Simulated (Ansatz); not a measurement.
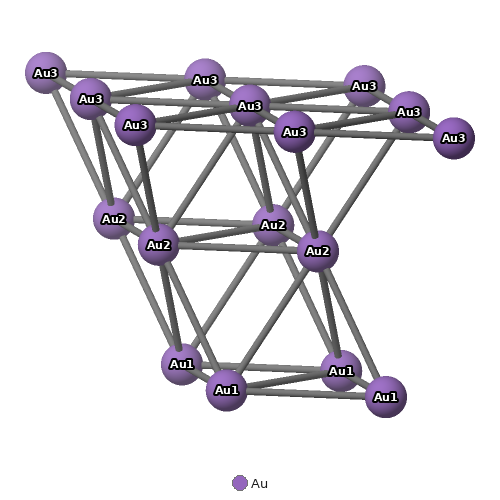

The system is C on an Au(111) slab cut from the Fm-3m phase, its upper half relaxed before the scan (3 atoms of substrate and one adsorbate in a 1 × 1 cell); the picture shows it without the atoms that are moved over the map. C is moved along a line over the surface and along the normal, above a rigid substrate. Coordinates scanned: (1) position of C4 along the long diagonal of the hexagonal surface cell, from above Au3; (2) height of C4 above the plane of Au3. Grid: 9 × 8 points. At 10 points there is no value (left out of the scan, as a rule where atoms come close). Points are written as (first, second). Energies are in eV, from the lowest grid point. The runs have no spin polarisation, so an open-shell adsorbate far from the surface lies too high. All numbers below come from Ansatz, DFT PBE, scalar-relativistic, plane waves, PAW. Settings: cutoff 420 eV, k-mesh 9×9×1, gaussian smearing 0.1 eV, no spin polarisation.

Range: position of C4 along the long diagonal of the hexagonal surface cell from 0.00 to 4.53 Å; height of C4 above the plane of Au3 from 0.83 to 3.87 Å.

**Predict the map.**

The lowest grid point is at (3.40 Å, 1.19 Å) [nearest 3 Au at 2.07 Å]. Other grid points that lie below all their neighbours: (0.00 Å, 1.91 Å) [nearest 1 Au at 1.91 Å] (0.63 eV higher). The highest grid point, (0.00 Å, 1.55 Å) [nearest 1 Au at 1.55 Å], lies 2.97 eV above the lowest.

| second ↓, first → | 0.00 | 0.57 | 1.13 | 1.70 | 2.26 | 2.83 | 3.40 | 3.96 | 4.53 |
| --- | --- | --- | --- | --- | --- | --- | --- | --- | --- |
| 3.87 | 2.58 | 2.59 | 2.59 | 2.59 | 2.59 | 2.59 | 2.59 | 2.59 | 2.59 |
| 3.17 | 2.31 | 2.33 | 2.37 | 2.38 | 2.38 | 2.38 | 2.39 | 2.37 | 2.33 |
| 2.67 | 1.74 | 1.82 | 1.96 | 2.01 | 1.99 | 2.00 | 2.02 | 1.97 | 1.83 |
| 2.27 | 1.03 | 1.19 | 1.45 | 1.54 | 1.50 | 1.50 | 1.54 | 1.45 | 1.20 |
| 1.91 | 0.63 | 0.76 | 0.93 | 0.98 | 0.95 | 0.95 | 0.96 | 0.93 | 0.76 |
| 1.55 | 2.97 | 1.95 | 0.69 | 0.36 | 0.47 | 0.44 | 0.30 | 0.67 | 1.96 |
| 1.19 | – | – | 1.97 | 0.14 | 0.66 | 0.60 | 0.00 | 1.91 | – |
| 0.83 | – | – | – | 0.88 | – | – | 0.72 | – | – |

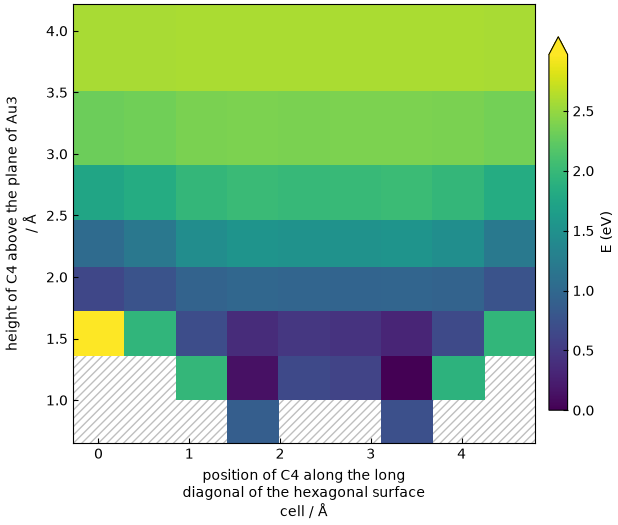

The picture shows one coloured cell a grid point, one colour for all values above the top of the scale, hatched blanks where no value was computed.

Time for the 62 points that were run: 9.1 min on 1 thread of Intel(R) Xeon(R) Platinum 8488C (Sapphire Rapids), with other jobs on the host.
